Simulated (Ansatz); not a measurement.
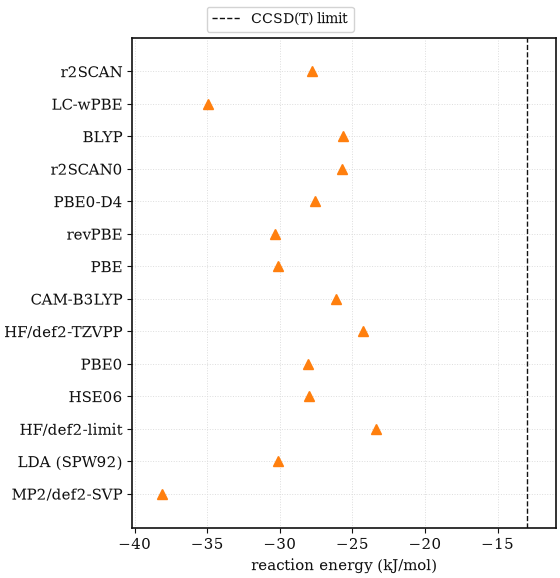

Electronic reaction energy of TiNH₄O₂Cl ([NH2][Ti]([OH])([OH])[Cl]) + SiHCl₂F (F[SiH](Cl)Cl) → TiH₂O₂ClF ([OH][Ti]([OH])([F])[Cl]) + SiNH₃Cl₂ (N[SiH](Cl)Cl) (SMILES in brackets) at several levels (functionals in def2-TZVPP unless a basis is named), isolated molecules at PBE0-D4 triple-zeta geometries, minima by their frequencies, no zero-point or thermal terms, the Ansatz code. The line is frozen-core CCSD(T) at the basis limit (MP2 extrapolated from triple and quadruple zeta, plus CCSD(T) less MP2 in a smaller set). No dispersion term is added to r2SCAN, LC-wPBE, BLYP, r2SCAN0, revPBE, PBE, CAM-B3LYP, PBE0 and HSE06. The distance of MP2/def2-SVP to the limit includes basis error. The limit lies 4.1 kJ/mol from CCSD(T)/def2-TZVPP, so the line itself is uncertain by a part of that.

What do zero-point energy and temperature add?

Answer. Zero-point change −0.2 kJ/mol; at 298.15 K and 1 bar the CCSD(T) limit plus thermal terms gives an enthalpy of reaction of −12.0 and a free energy of −15.2 kJ/mol (harmonic PBE0-D4 modes, ideal gas).

Give the values.

Answer.
| level | kJ/mol | less CCSD(T) limit |
| --- | --- | --- |
| r2SCAN | −27.8 | −14.8 |
| LC-wPBE | −35.0 | −22.0 |
| BLYP | −25.6 | −12.6 |
| r2SCAN0 | −25.7 | −12.7 |
| PBE0-D4 | −27.6 | −14.6 |
| revPBE | −30.3 | −17.3 |
| PBE | −30.1 | −17.1 |
| CAM-B3LYP | −26.1 | −13.1 |
| HF/def2-TZVPP | −24.3 | −11.3 |
| PBE0 | −28.1 | −15.1 |
| HSE06 | −28.0 | −15.0 |
| HF/def2-limit | −23.4 | −10.4 |
| LDA (SPW92) | −30.1 | −17.1 |
| MP2/def2-SVP | −38.1 | −25.2 |
| CCSD(T) limit | −13.0 | 0.0 |

Known limits of this run: no scalar relativity up to krypton; outer-core shells are correlated without core-valence functions, which makes the correlated values less sure.
